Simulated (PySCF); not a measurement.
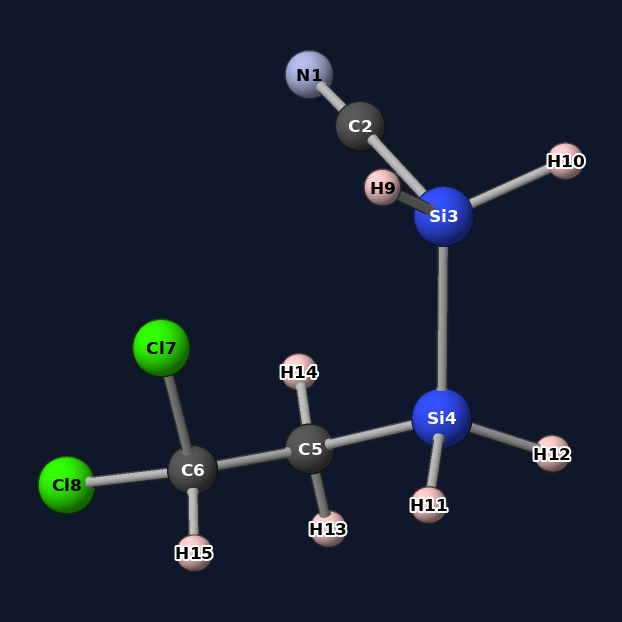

The questions are on isotropic NMR shieldings of the Si atoms. Computed geometry: GFN2-xTB optimisation. No frequency run is at hand to confirm it as a minimum. Level of theory: GIAO PBE0/pcSseg-1 NMR shielding, non-relativistic, gas phase (PySCF 2.14.0).

List the isotropic NMR shieldings of the Si atoms.

```csv
atom,σ (ppm)
Si3,444.7
Si4,427.3
```

The geometry is semi-empirical. Around Si such bond lengths and angles can be off by a tenth of an ångström or more and by several degrees, and values that hang on the shape move with them.
